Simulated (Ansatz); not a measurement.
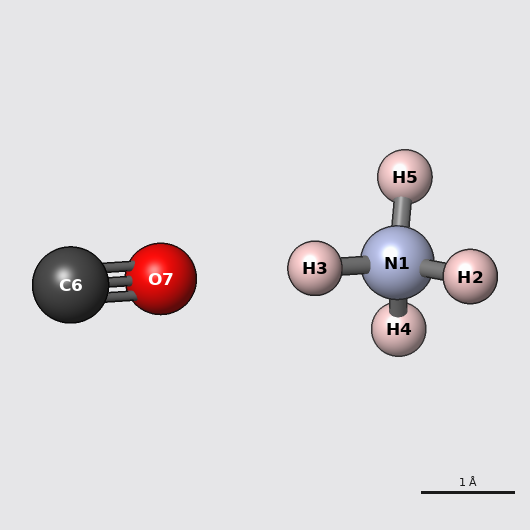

Charge +1, singlet. Computed geometry: PBE0-D4/def2-TZVP optimisation.

> How are the neighbours of atom 1 arranged?

N1 has 4 neighbours (H2 at 1.02, H3 at 1.03, H4 at 1.02, H5 at 1.02 Å); the arrangement is tetrahedral.

> Which bond is the longest?

C6–O7, 1.131 Å.
